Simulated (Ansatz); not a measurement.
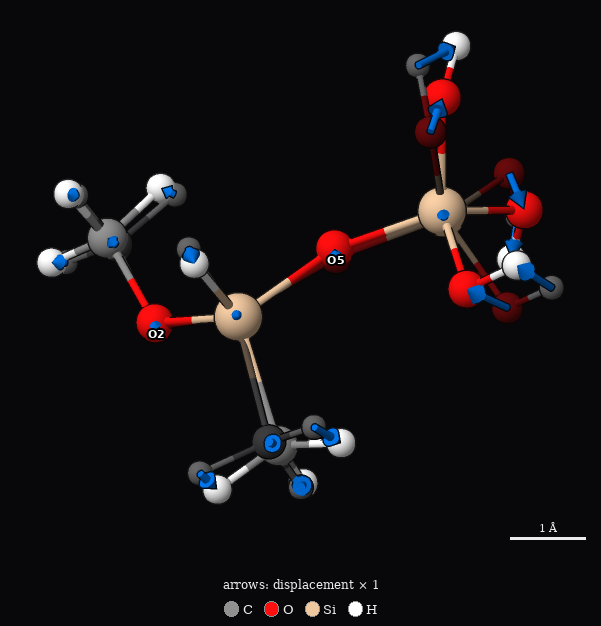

A relaxation of C$_{2}$H$_{10}$O$_{5}$Si$_{2}$ (coarse preliminary run). The starting structure is drawn faded, the final one solid; blue arrows show the displacements, at their true length. The two geometries are superimposed by the best rigid fit.

Style: ball-and-stick. Shown at a tilt.

The start comes from a force field.

These are results of RKS PBE-D4/def2-SVP (Ansatz), not measurements.

Input
```yaml
crystal:
  periodic: [false, false, false]
  atoms:
    - {symbol: C, position_ang: [-2.088800, -2.130700, -0.654200]}
    - {symbol: O, position_ang: [-0.741400, -2.205200, -0.468600]}
    - {symbol: Si, position_ang: [0.006600, -1.013400, 0.396100]}
    - {symbol: C, position_ang: [1.880300, -1.450600, 0.744600]}
    - {symbol: O, position_ang: [-0.128700, 0.422700, -0.393600]}
    - {symbol: Si, position_ang: [0.299900, 2.014900, -0.214600]}
    - {symbol: O, position_ang: [-0.397000, 2.681300, 1.097500]}
    - {symbol: O, position_ang: [-0.131100, 2.853700, -1.553100]}
    - {symbol: O, position_ang: [1.929800, 2.170000, -0.008000]}
    - {symbol: H, position_ang: [-2.674500, -2.083600, 0.311500]}
    - {symbol: H, position_ang: [-2.394600, -1.186600, -1.221200]}
    - {symbol: H, position_ang: [-2.453200, -2.947100, -1.223600]}
    - {symbol: H, position_ang: [-0.721000, -0.884200, 1.690200]}
    - {symbol: H, position_ang: [2.265400, -0.697400, 1.395200]}
    - {symbol: H, position_ang: [2.376000, -1.554800, -0.178000]}
    - {symbol: H, position_ang: [1.881500, -2.388900, 1.283600]}
    - {symbol: H, position_ang: [-1.331700, 2.969800, 0.935500]}
    - {symbol: H, position_ang: [0.186400, 2.507300, -2.358300]}
    - {symbol: H, position_ang: [2.194300, 2.918500, 0.475500]}
basis:
  gaussian: {orbitals: def2-SVP}
hamiltonian: {xc: pbe, dispersion: d4}
relax: {f_tol: 0.03, max_steps: 200}
```

> Describe the change and its energy.

Over 19 geometry steps the energy falls by 0.611 eV. The largest force component goes from 3.3 to 0.018 eV/Å. O9 moves most after the best rigid fit: 0.89 Å. By element the largest moves are O 0.89 Å, H 0.87 Å, C 0.37 Å, Si 0.15 Å. Some distances before and after: Si3–C4 1.955 → 1.862 Å, C4–H15 1.053 → 1.109 Å, C1–O2 1.362 → 1.414 Å, C1–H12 1.060 → 1.110 Å. Among the angles between lasting bonds that change: O8–Si6–O9 108.3° → 115.5°, H14–C4–H15 115.7° → 108.6°, O5–Si6–O9 111.0° → 105.1°. Groups turn about O5–Si6 by about 35°, Si6–O8 by about 20°.
